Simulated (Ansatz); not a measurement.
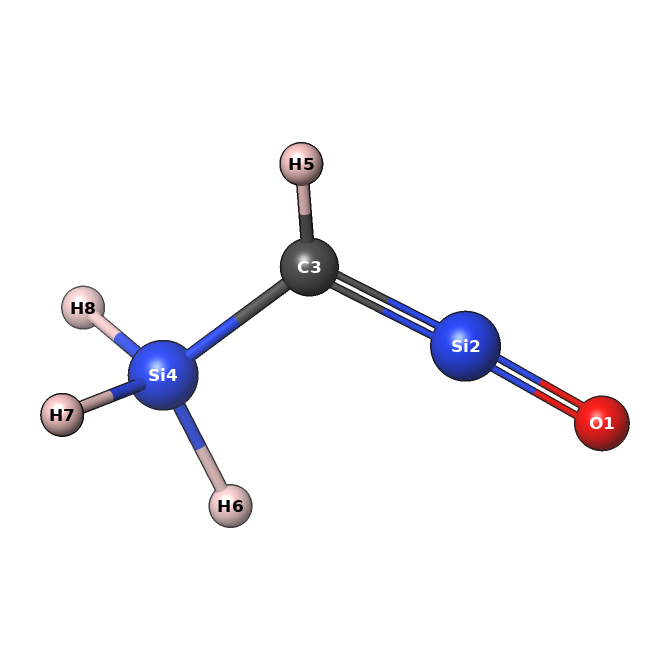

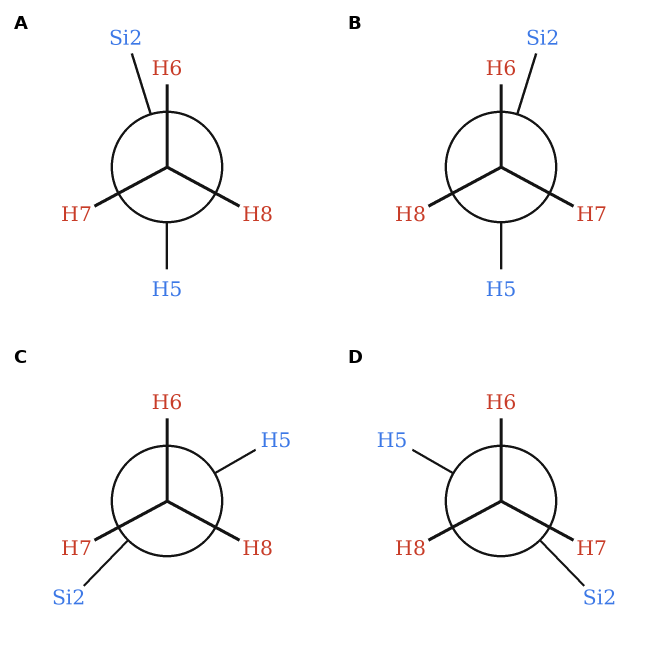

Depth is shown by fading: the farther an atom, the more it takes the colour of the background. Bonds that would overlap in a projection are set slightly apart. Computed geometry: PBE0-D4/def2-TZVP optimisation. No frequency run is at hand to confirm it as a minimum.

> Which Newman projection shows the view along Si4–C3, with Si4 in front?

A. The torsion angle H6–Si4–C3–Si2 is 0°, synperiplanar (eclipsed).
